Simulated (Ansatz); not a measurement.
# SiWAu in the AlB2 type: lattice stability ahead of a resistivity run, part 2 of 3

The plan: relax SiWAu in the AlB2 type, check its phonons, and, if the lattice is stable, compute its Eliashberg function and ρ(T).

Ansatz 0.2.0; DFT PBEsol, scalar-relativistic, plane waves, PAW; PAW set soft_1.

So far. Step 2 (Relaxation): The largest force is now zero by symmetry and the largest stress component 0.0075 GPa. Step 3 (Relaxing cell and atoms): The largest force is now zero by symmetry and the largest stress component 3.8e-4 GPa. The relaxed cell has a = 4.358, c = 2.744 Å (conventional setting).

The structure was built from a prototype and need not be the compound's stable phase.

## Step 4: Relaxing tightly for phonons

No force is left; the cell is relaxed once more with another smearing and tight thresholds.

File input.yaml:

```yaml
crystal:
  lattice:
    - [4.3576744226, 0.0, 0.0]
    - [-2.1788372113, 3.7738567514, 0.0]
    - [0.0, 0.0, 2.7444424529]
  atoms:
    - { symbol: W, position: [0.0, 0.0, 0.0] }
    - { symbol: Si, position: [0.3333333333, 0.6666666667, 0.5] }
    - { symbol: Au, position: [0.6666666667, 0.3333333333, 0.5] }
kpoints:
  mp_grid: { grid: [9, 9, 9] }
hamiltonian:
  xc: pbesol
  pseudopotentials: { kind: paw, azcp: { folder: soft_1 }, xc_functional: pbe }
scf:
  occupations: { method: methfessel_paxton, width: 0.2 }
output:
  forces: true
  stress: true
  eigenvalues: true
relax:
  adjacent_minimum: "off"
  f_tol: 0.001
  max_steps: 60
  cell: { stress_tol: 0.01 }
```

On the command line:

```console
$ ansatz run input.yaml --threads 4 --pin off --max-ram 12288MiB --backend cpu --events-out ev --progress --plain --runs-dir out
```

Numbers of over 12 decimals in the logs are rounded to 6 here.

Output:

```text
[the first part of the log is left out]
  E_paw        = -18537.466237  (= ΣΔE_a)
  E_vpaw       = -561.097593  (= ΣTr[D̂ρ^β])
  E_aug_tail   = 0.001803  (compensation charges beyond the density's cutoff)
  E_ewald      = -4317.838341
  E_core_change = 0.562945  (= ΣΔE_core)
  E_smearing   = -0.002561  (= −TS)
  E_closure    = -0.000000  (closes the sum)
  Σ components = -23886.983266   (vs F -23886.983266, Δ=0.00e0)
[...]
--- Stress (GPa, compression-positive) ---
       -0.001533       0.000000       0.000000
       -0.000000      -0.001533      -0.000000
        0.000000       0.000000       0.002241
  P = ⅓ Tr σ = -0.0003 GPa (-0.003 kbar)
--- Band table (eV; the first three rows and the last of 60) ---
[...]
--- Relaxed structure (4 steps of the walk, 4 accepted, 1 SCFs on fresh bases) ---
[...]
cell:  # Å, volume = 45.1270 Å³
    - [4.359019, 0, 0]
    - [-2.179509, 3.775021, 0]
    - [0, 0, 2.742385]
  atoms:
    - { symbol: W, position: [0, 0, 0] }
    - { symbol: Si, position: [0.333333, 0.666667, 0.5] }
    - { symbol: Au, position: [0.666667, 0.333333, 0.5] }
```

The job ended after 7.8 s (4 threads of Intel Xeon Platinum 8488C (Sapphire Rapids), shared host; peak memory 0.54 GiB; 29 s of CPU time).

Little changed from the start: no atom moved by 0.005 Å and no cell edge by 0.1 %.

Numbers from this step:

```
pressure : -2.75e-4 GPa
```

The largest force is now zero by symmetry and the largest stress component 0.0022 GPa, small enough for phonons.

## Step 5: Phonons: q 2×2×2, k 4×4×6

Before any scattering is computed, the phonons show whether the structure is a minimum.

File input.yaml:

```yaml
crystal:
  lattice:
    - [4.3590189656, 0.0, 0.0]
    - [-2.1795094828, 3.7750211598, 0.0]
    - [0.0, 0.0, 2.7423848721]
  atoms:
    - { symbol: W, position: [0.0, 0.0, 0.0] }
    - { symbol: Si, position: [0.3333333333, 0.6666666667, 0.5] }
    - { symbol: Au, position: [0.6666666667, 0.3333333333, 0.5] }
kpoints:
  mp_grid: { grid: [4, 4, 6] }
hamiltonian:
  xc: pbesol
  pseudopotentials: { kind: paw, azcp: { folder: soft_1 }, xc_functional: pbe }
scf:
  occupations: { method: methfessel_paxton, width: 0.2 }
output:
  eigenvalues: true
phonons:
  method: dfpt
  qmesh: [2, 2, 2]
  temperatures: { t_max: 1000, t_step: 50 }
  qpath:
    path:
      - [[0.0, 0.0, 0.0], [0.5, 0.0, 0.0], [0.33333333, 0.33333333, 0.0], [0.0, 0.0, 0.0], [0.0, 0.0, 0.5], [0.5, 0.0, 0.5], [0.33333333, 0.33333333, 0.5], [0.0, 0.0, 0.5]]
      - [[0.5, 0.0, 0.5], [0.5, 0.0, 0.0]]
      - [[0.33333333, 0.33333333, 0.5], [0.33333333, 0.33333333, 0.0]]
    npoints: 10
```

Output:

```text
[...]
Crystal: 3 atoms, lattice volume = 45.127 Å³
Basis set: ecut = 420 eV, 915 PW (Γ), exchange–correlation on 60×60×40 points (8 copies of the dense FFT grid, shifted against one another)
Bands: 23, of which v1, the nominal top of the filled ones, is band 19 counted from 1 (18 counted from 0)
Symmetry: 12 space group operations
k-points: 16 of 96 (time reversal used)
[...]
SCF iter   1: F=—  HF=-23891.007791 eV  |F-HF|=—  |Δ(HF+E_count)|=         —  Δρ=1.78e-1  dr2=2.72e1  ethr=3.10e-3  ⟨swp⟩=5.0  Hψ=1464  notcnv=0
[...]
SCF iter  10: F=-23886.969359 eV  HF=-23886.969359 eV  |F-HF|=0.00e0  |Δ(HF+E_count)|=  1.46e-10  S|Δr|=    0.00e0  Δρ=5.57e-8  dr2=6.07e-13  ethr=1.00e-12  ⟨swp⟩=4.7  Hψ=1752  notcnv=0
SCF 1 converged in 10 iterations: F = -23886.969359 eV  dr2 = 6.07e-13
[...]
phonons: the bands overlap, so this run is a metal and interpolates without the dipole-dipole term. If the crystal is really an insulator or semiconductor, its LO-TO splitting is missing
NSCF: frozen V_eff on 16 k-points
[...]
DFPT response loops at q = (0, 0, 0) (fractional): preconditioner auto → Kerker (q_TF=auto, 2.639 Å⁻¹) (partly filled bands, converged f_vac=0.000); β = 1.00, the filter's whole step (`scf.mixing.beta` (0.50) is not read by the response loops under this deck's `scf.mixing.preconditioner`; to damp them name `kerker` or `kerker_dos`, under which they read `scf.mixing.beta`, and type it under 1.00, their step now; both keys bind the ground state too); Broyden in place of MSR1
[...]
SCF converged after 10 iterations
Stability not checked: this state was not tested for a lower state beside it, because cold or Methfessel-Paxton smearing, or corrected tetrahedra, fill the levels in a way that the test cannot read (fill_not_monotonic; see scf.lower_state_search)
Free energy (F): -23886.969359 eV
[...]
Internal energy: -23886.964774 eV  (E = F + TS)
E sigma→0 (E₀):  -23886.968213 eV
Entropy (-TS):   -0.004586 eV (-1.529 meV/atom)
Fermi energy:    19.659697 eV
[...]
--- Band table (eV; the first three rows and the last of 16) ---
  k-point 0: bands = [... 15 lower, 16.0191, 16.0191, 19.0518, 21.6310, 21.6310, 22.1704, 22.1704, 25.1218]
  k-point 1: bands = [... 15 lower, 16.9445, 16.9445, 19.4722, 19.8747, 19.8747, 22.0223, 24.2141, 24.2141]
  k-point 2: bands = [... 15 lower, 18.0171, 18.0171, 18.9995, 18.9995, 20.2347, 21.7383, 23.2157, 23.2157]
  k-point 15: bands = [... 15 lower, 16.8320, 17.3091, 17.9655, 19.9588, 21.3845, 21.5793, 22.5967, 22.9008]
--- Phonons (Γ-DFPT): 6 representative perturbations + reference (Σ response iterations 18) ---
  ASR residual: 3.737e-5 → 0.000e0 eV/Å²; symmetrization residual: 4.047e-6 eV/Å²
  ASR residual per site (eV/Å²): 2.62e-5 1.20e-5 3.74e-5
  Γ frequencies (cm⁻¹): 0.00 0.00 0.00 83.31 111.41 124.92 124.92 278.06 278.06
--- Phonons (arbitrary-q DFPT): 4 irreducible q on the 2×2×2 mesh ---
  q = [0.0000, 0.0000, 0.0000] (star 1, of the zone-centre solve; hermiticity 7.56e-7, symmetrization 3.34e-13): -0.00 -0.00 0.00 83.31 111.41 124.92 124.92 278.06 278.06
  q = [0.0000, 0.0000, -0.5000] (star 1, 6 solved perturbations in 132 linear systems a pass and spin channel, the states on 28 of 96 k-point pairs; hermiticity 3.00e-7, symmetrization 1.18e-8): 100.31 100.31 106.23 106.23 109.25 147.84 187.96 280.87 280.87
  q = [0.0000, -0.5000, 0.0000] (star 3, 9 solved perturbations on 28 of 96 k-point pairs; hermiticity 6.66e-7, symmetrization 2.86e-14): -38.58 63.79 80.87 85.15 96.14 135.66 137.15 287.13 289.21
[...]
sum rule: each row above includes the acoustic sum rule's correction from the zone centre's row sums; it moved no ω² by more than (0.34 cm⁻¹)²
  mesh force constants: q→R imaginary residual 3.13e-17; ASR residual 3.737e-5 → 0.000e0 eV/Å²; symmetrization residual 1.421e-14 eV/Å²
  interpolated dispersion: 93 rows × 9 modes
  density of states and harmonic sums: on the 16×16×22 q-mesh, interpolated from the force constants of a 2×2×2 supercell (no non-analytic term)
  largest difference from the sums on the solved wave vectors: F 1.94e-1 eV, S 2.52e-4 and C_V 5.80e-5 eV/K
  zero-point energy: 0.075867 eV/cell   skipped modes (ω ≤ 0): 289, of them read as no rigid motion or as one in doubt: 286 (8.283e-1 modes/cell left out, lowest -69.48 cm⁻¹)   left out of the sums: 9.21e-2 of the cell's modes: C_V's classical limit lies that fraction below 3 k_B per atom; for a crystal, a wire or a layer, F and S can be off by more, and a phonons.interpolated_qmesh denser along its periods is the remedy for the sampling
```

It took 17 s on 4 threads; peak memory 0.6 GiB; 63 s of CPU time.

Numbers from this step:

- share of imaginary modes in the plain interpolation between solved wavevectors: 0.0891
- highest frequency, solved or plainly interpolated: 305.4 cm⁻¹

Solved on the 2×2×2 mesh alone; all other wavevectors are interpolated. The phonon branches at the labelled points (cm⁻¹):

| point | branch 1 | branch 2 | branch 3 | branch 4 | branch 5 | branch 6 | branch 7 | branch 8 | branch 9 |
| --- | --- | --- | --- | --- | --- | --- | --- | --- | --- |
| Γ | 0 | 0 | 0 | 83 | 111 | 125 | 125 | 278 | 278 |
| M | -39 | 64 | 81 | 85 | 96 | 136 | 137 | 287 | 289 |
| K | 12 | 78 | 79 | 81 | 89 | 107 | 162 | 283 | 296 |
| Γ | 0 | 0 | 0 | 83 | 111 | 125 | 125 | 278 | 278 |
| A | 100 | 100 | 106 | 106 | 109 | 148 | 188 | 281 | 281 |
| L | -53 | -26 | 81 | 83 | 147 | 158 | 173 | 296 | 299 |
| H | -70 | -10 | 64 | 105 | 146 | 151 | 172 | 293 | 305 |
| A | 100 | 100 | 106 | 106 | 109 | 148 | 188 | 281 | 281 |
| jump to L | -53 | -26 | 81 | 83 | 147 | 158 | 173 | 296 | 299 |
| M | -39 | 64 | 81 | 85 | 96 | 136 | 137 | 287 | 289 |
| jump to H | -70 | -10 | 64 | 105 | 146 | 151 | 172 | 293 | 305 |
| K | 12 | 78 | 79 | 81 | 89 | 107 | 162 | 283 | 296 |

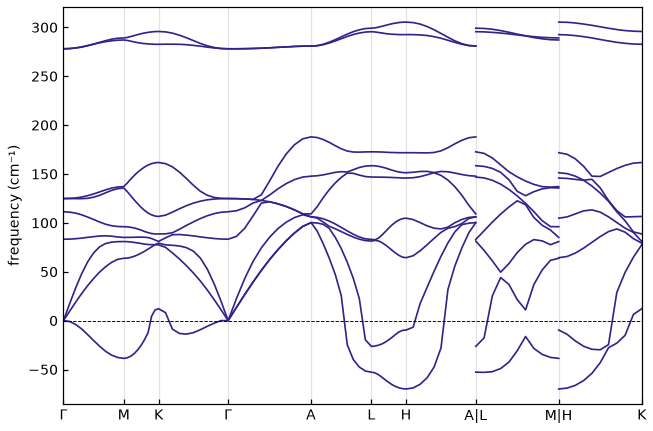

Phonon branches along the path.

Lowest modes at the softest wavevector of the mesh. Modes at q = (0.500, 0.500, 0.500), with each element's share of the kinetic energy (negative means imaginary):

| mode | frequency (cm⁻¹) | W % | Si % | Au % |
| --- | --- | --- | --- | --- |
| 1 | -52.7 | 41 | 0 | 59 |
| 2 | -26.3 | 79 | 19 | 2 |
| 3 | 81.4 | 0 | 8 | 92 |
| 4 | 83.1 | 100 | 0 | 0 |
| 5 | 146.9 | 20 | 77 | 2 |
| 6 | 158.5 | 59 | 2 | 39 |

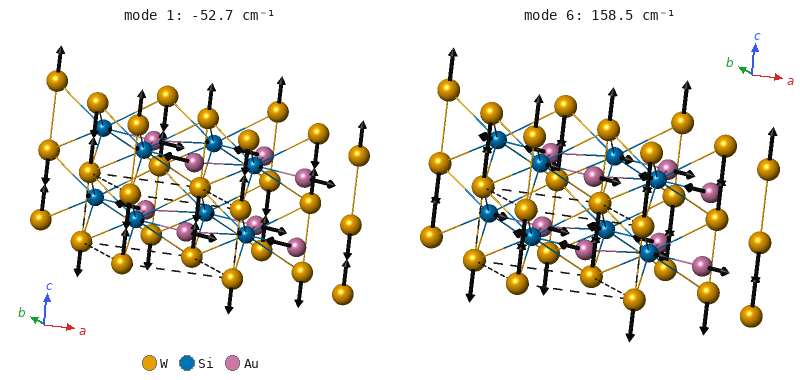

Displacement patterns of modes 1 and 6 at q = (0.500, 0.500, 0.500); arrows are exaggerated. 2×2×2 cells are drawn. Some periodic images of atoms are drawn too.

Among the solved wavevectors the lowest mode, translations apart, is -52.7 cm⁻¹, imaginary.

## Step 6: Lattice stability: q 3×3×3, k 6×6×9

An imaginary mode on so few k-points may come from the sampling, so the phonons are repeated with another q and k mesh.

Changes to input.yaml since step 5:

```diff
@@ -10,3 +10,3 @@
 kpoints:
-  mp_grid: { grid: [4, 4, 6] }
+  mp_grid: { grid: [6, 6, 9] }
 hamiltonian:
@@ -20,3 +20,3 @@
   method: dfpt
-  qmesh: [2, 2, 2]
+  qmesh: [3, 3, 3]
   temperatures: { t_max: 1000, t_step: 50 }
```

Output:

```text
[...]
Crystal: 3 atoms, lattice volume = 45.127 Å³
Basis set: ecut = 420 eV, 915 PW (Γ), exchange–correlation on 60×60×40 points (8 copies of the dense FFT grid, shifted against one another)
Bands: 23, of which v1, the nominal top of the filled ones, is band 19 counted from 1 (18 counted from 0)
Symmetry: 12 space group operations
k-points: 35 of 324 (time reversal used)
[...]
SCF iter   1: F=—  HF=-23891.040739 eV  |F-HF|=—  |Δ(HF+E_count)|=         —  Δρ=1.80e-1  dr2=2.77e1  ethr=3.10e-3  ⟨swp⟩=5.0  Hψ=3232  notcnv=0
[...]
SCF iter  11: F=-23886.984591 eV  HF=-23886.984591 eV  |F-HF|=0.00e0  |Δ(HF+E_count)|=  1.46e-11  S|Δr|=    0.00e0  Δρ=2.52e-8  dr2=2.84e-13  ethr=1.00e-12  ⟨swp⟩=5.1  Hψ=3251  notcnv=0
SCF 1 converged in 11 iterations: F = -23886.984591 eV  dr2 = 2.84e-13
[...]
SCF converged after 11 iterations
[...]
Free energy (F): -23886.984591 eV
[...]
Internal energy: -23886.984641 eV  (E = F + TS)
E sigma→0 (E₀):  -23886.984603 eV
Entropy (-TS):   0.000050 eV (0.017 meV/atom)
Fermi energy:    19.650081 eV
[...]
--- Band table (eV; the first three rows and the last of 35) ---
  k-point 0: bands = [... 15 lower, 16.0232, 16.0232, 19.0467, 21.6556, 21.6556, 22.1731, 22.1731, 25.1244]
  k-point 1: bands = [... 15 lower, 16.5511, 16.5511, 19.2310, 20.4837, 20.4837, 23.2930, 23.4659, 23.4659]
  k-point 2: bands = [... 15 lower, 17.3570, 17.3570, 19.4098, 19.4098, 19.7979, 21.0155, 24.3549, 24.3549]
  k-point 34: bands = [... 15 lower, 16.9500, 17.2479, 18.0895, 20.6529, 20.6832, 21.2098, 21.9613, 22.9158]
[...]
ASR residual: 3.050e-5 → 0.000e0 eV/Å²; symmetrization residual: 5.833e-6 eV/Å²
  ASR residual per site (eV/Å²): 1.33e-5 7.89e-6 3.05e-5
  Γ frequencies (cm⁻¹): 0.00 0.00 0.00 87.56 116.78 136.59 136.59 291.56 291.56
--- Phonons (arbitrary-q DFPT): 6 irreducible q on the 3×3×3 mesh ---
[...]
interpolated dispersion: 93 rows × 9 modes
[...]
```

Elapsed: 86 s, on 4 threads; peak memory 0.91 GiB; 5.5 min of CPU time.

This step gave:

* share of imaginary modes in the plain interpolation between solved wavevectors: 0.0502
* highest frequency, solved or plainly interpolated: 297.5 cm⁻¹

Solved on the 3×3×3 mesh alone; all other wavevectors are interpolated. Phonon branches along the path, in cm⁻¹:

| point | branch 1 | branch 2 | branch 3 | branch 4 | branch 5 | branch 6 | branch 7 | branch 8 | branch 9 |
| --- | --- | --- | --- | --- | --- | --- | --- | --- | --- |
| Γ | 0 | 0 | 0 | 88 | 117 | 137 | 137 | 292 | 292 |
| M | -73 | 64 | 67 | 85 | 98 | 137 | 139 | 286 | 294 |
| K | -55 | 70 | 76 | 88 | 88 | 97 | 163 | 288 | 295 |
| Γ | 0 | 0 | 0 | 88 | 117 | 137 | 137 | 292 | 292 |
| A | 94 | 94 | 98 | 98 | 99 | 163 | 188 | 277 | 277 |
| L | 64 | 72 | 77 | 112 | 122 | 176 | 182 | 295 | 297 |
| H | 41 | 89 | 99 | 121 | 130 | 176 | 176 | 297 | 298 |
| A | 94 | 94 | 98 | 98 | 99 | 163 | 188 | 277 | 277 |
| jump to L | 64 | 72 | 77 | 112 | 122 | 176 | 182 | 295 | 297 |
| M | -73 | 64 | 67 | 85 | 98 | 137 | 139 | 286 | 294 |
| jump to H | 41 | 89 | 99 | 121 | 130 | 176 | 176 | 297 | 298 |
| K | -55 | 70 | 76 | 88 | 88 | 97 | 163 | 288 | 295 |

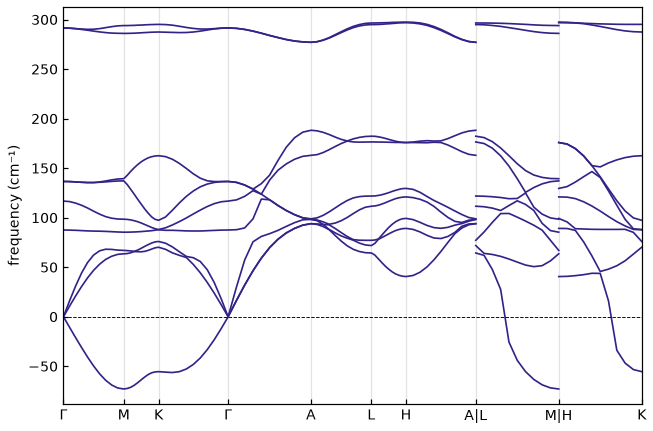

Phonon branches along the path.

Lowest modes at the softest wavevector of the mesh. The modes at q = (-0.333, 0.333, 0.000) (shares of kinetic energy by element, %) (negative means imaginary):

| mode | frequency (cm⁻¹) | W % | Si % | Au % |
| --- | --- | --- | --- | --- |
| 1 | -62.1 | 50 | 4 | 47 |
| 2 | 56.5 | 58 | 3 | 39 |
| 3 | 67.9 | 49 | 1 | 50 |
| 4 | 86.3 | 8 | 91 | 1 |
| 5 | 101.9 | 34 | 6 | 60 |
| 6 | 136.1 | 50 | 8 | 43 |

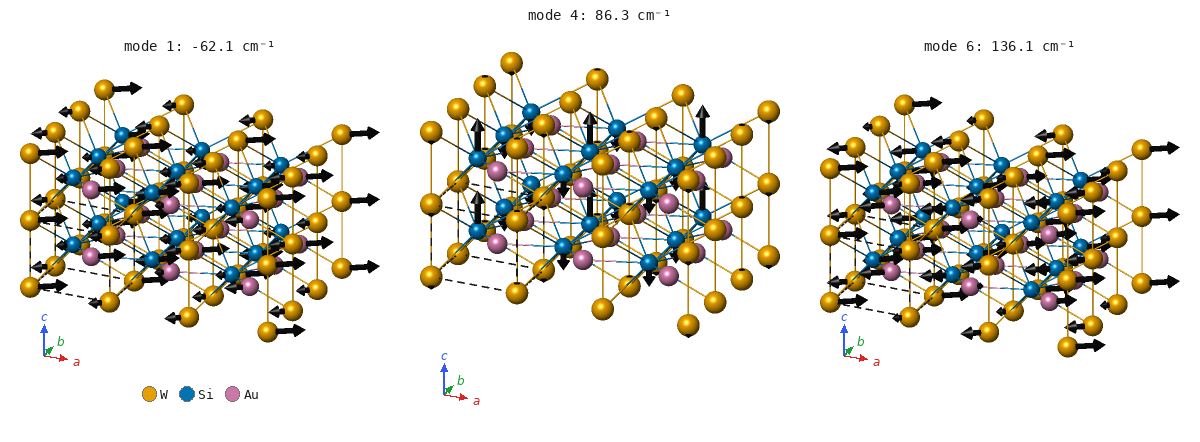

Displacement patterns of modes 1, 4 and 6 at q = (-0.333, 0.333, 0.000); arrows are exaggerated. 3×3×2 cells are drawn. Some periodic images of atoms are drawn too.

The modes has structure finer than the step of the table below, so its rows give means over 20 cm⁻¹, whole bins alone (the curve runs from -82.4 to 316 cm⁻¹). Peaks (cm⁻¹: height): Au -54.8: 0.00588, 50.5: 0.0264, 93.2: 0.0248, 135.8: 0.0227, 148.3: 0.0214, 173.4: 0.0216, 291.3: 0.00982; Si 90.7: 0.0394, 291.3: 0.148; W -54.8: 0.0065, 50.5: 0.0184, 93.2: 0.0285, 110.7: 0.0327, 120.8: 0.0312, 173.4: 0.0174.

Phonopy on the run's constants, 15x15x21 mesh, Gaussian sigma 2.8 cm⁻¹. Table of modes by wavenumber; means over each step; values in 1/cm⁻¹/cell:

| wavenumber (cm⁻¹) | Au | Si | W |
| --- | --- | --- | --- |
| -60 | 0.00423 | 2.6e-4 | 0.00467 |
| -40 | 0.00394 | 2.9e-4 | 0.00410 |
| -20 | 0.00186 | 1.6e-4 | 0.00184 |
| 0 | 5.8e-4 | 5.3e-5 | 5.4e-4 |
| 20 | 0.00211 | 2.0e-4 | 0.00195 |
| 40 | 0.0149 | 0.00140 | 0.00974 |
| 60 | 0.0203 | 0.00148 | 0.0139 |
| 80 | 0.0126 | 0.0128 | 0.0151 |
| 100 | 0.0202 | 0.0242 | 0.0258 |
| 120 | 0.0170 | 0.0117 | 0.0288 |
| 140 | 0.0193 | 0.00204 | 0.0192 |
| 160 | 0.0158 | 0.00113 | 0.0145 |
| 180 | 0.0108 | 9.5e-4 | 0.00916 |
| 200 | 4.0e-5 | 9.6e-6 | 2.9e-6 |
| 220 | 0 | 0 | 0 |
| 240 | 0 | 0 | 0 |
| 260 | 3.3e-7 | 4.5e-6 | 0 |
| 280 | 0.00284 | 0.0401 | 1.6e-4 |
| 300 | 0.00326 | 0.0531 | 3.0e-4 |

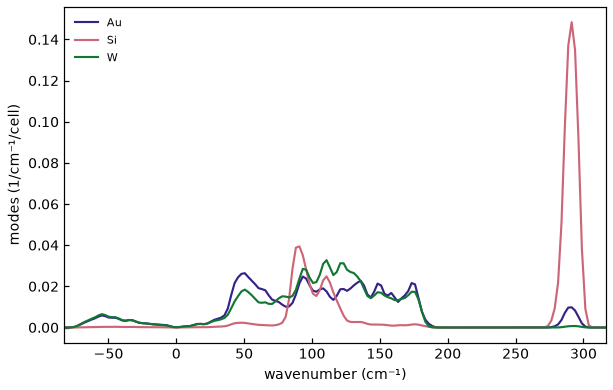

Modes against wavenumber.

No LO-TO term; unit eigenvectors of the mass-weighted matrix. Modes at Γ, with each element's share of the kinetic energy:

| mode | frequency (cm⁻¹) | symmetry | W % | Si % | Au % |
| --- | --- | --- | --- | --- | --- |
| 1 | 0.0 | unnamed | 45 | 7 | 48 |
| 2 | 0.0 | unnamed | 45 | 7 | 48 |
| 3 | 0.0 | unnamed | 45 | 7 | 48 |
| 4 | 87.6 | A2'' | 24 | 74 | 2 |
| 5 | 116.8 | A2'' | 31 | 19 | 50 |
| 6 | 136.6 | E' | 55 | 2 | 43 |
| 7 | 136.6 | E' | 55 | 2 | 43 |
| 8 | 291.6 | E' | 0 | 91 | 9 |
| 9 | 291.6 | E' | 0 | 91 | 9 |

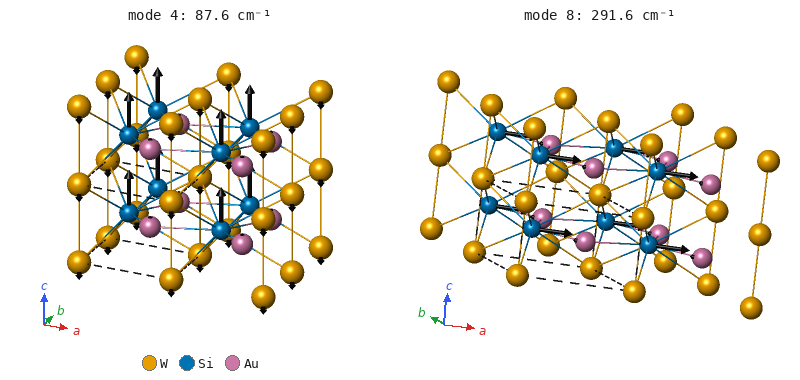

Displacement patterns of modes 4 and 8 at Γ; arrows are exaggerated. 2×2×2 cells are drawn. Some periodic images of atoms are drawn too.

Among the solved wavevectors the lowest mode, translations apart, is -62.1 cm⁻¹, imaginary.

[end of part 2 of 3]

[Logs are printed without paths, hosts, clocks, repeated set-up lines and the standing remarks that a program may print on its own settings, such as how far it seeks lower states.]

[Hosts, paths, dates, database ids (printed as entryN), source tags and the programs' standing remarks are cut or masked in the printed files.]
